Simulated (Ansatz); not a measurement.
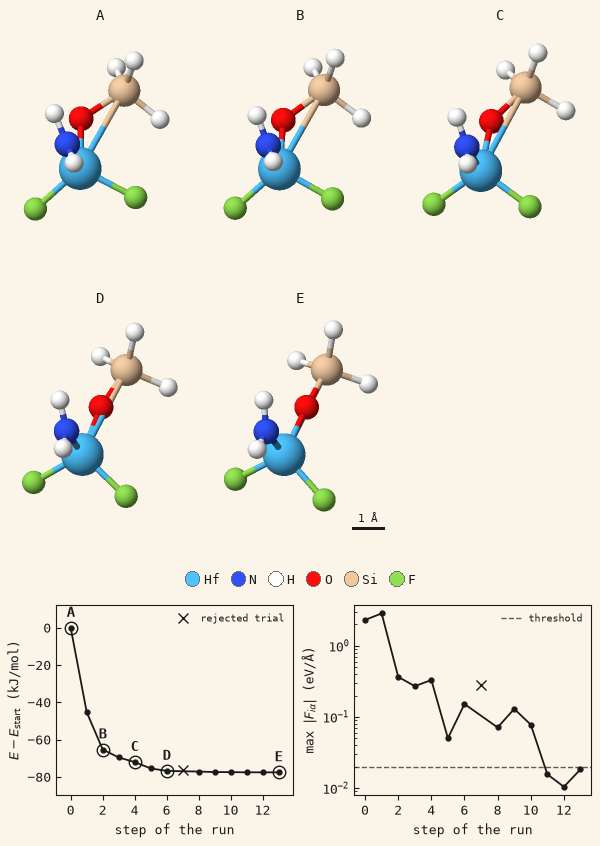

Frames of a relaxation of HfSiNH5OF2, marked on the history of the run. The picture is a ball-and-stick view, seen from a free direction.

The run prepares the start of a later molecular dynamics calculation, from a guessed geometry.

Computed with RKS PBE/def2-SVP in Ansatz. Settings: no spin polarisation; force threshold 0.02 eV/Å; at most 40 steps.

> What happens along the run?

After 12 accepted moves (13 points after the start) the energy has fallen by 77.5 kJ/mol. Largest force component: 2.3 eV/Å at the start, 0.018 eV/Å at the end. The line search rejected the trial step at point 7 of the run. The largest move after the best rigid fit is that of the O atom, 0.96 Å. Largest moves by element: O 0.96 Å, F 0.86 Å, H 0.79 Å, Hf 0.23 Å, Si 0.18 Å, N 0.15 Å. Among the contacts that change: Hf–Si 3.331 → 3.630 Å, Hf–N 2.210 → 2.035 Å, Hf–O 2.070 → 1.954 Å, F–Hf 1.979 → 1.931 Å. Among the angles between lasting bonds that change: Hf–O–Si 125.0° → 174.7°, H–N–H 120.0° → 108.1°, Hf–N–H 120.0° → 125.6°. From step 0 to 2: the O atom moves most (0.17 Å), energy −65.2 kJ/mol. From step 2 to 4: an H atom moves most (0.33 Å), energy −6.76 kJ/mol. From step 4 to 6: the O atom moves most (0.33 Å), energy −4.72 kJ/mol. From step 6 to 13: the O atom moves most (0.21 Å), energy −0.78 kJ/mol.

| step | E − E(0), kJ/mol | largest force component, eV/Å | note |
| --- | --- | --- | --- |
| 0 | 0.00 | 2.3061 |  |
| 1 | -45.22 | 2.8489 |  |
| 2 | -65.24 | 0.3660 |  |
| 3 | -69.49 | 0.2706 |  |
| 4 | -72.00 | 0.3302 |  |
| 5 | -75.36 | 0.0502 |  |
| 6 | -76.72 | 0.1519 |  |
| 7 | -76.18 | 0.2836 | rejected |
| 8 | -77.07 | 0.0711 |  |
| 9 | -77.32 | 0.1298 |  |
| 10 | -77.39 | 0.0779 |  |
| 11 | -77.46 | 0.0156 |  |
| 12 | -77.48 | 0.0104 |  |
| 13 | -77.49 | 0.0183 |  |
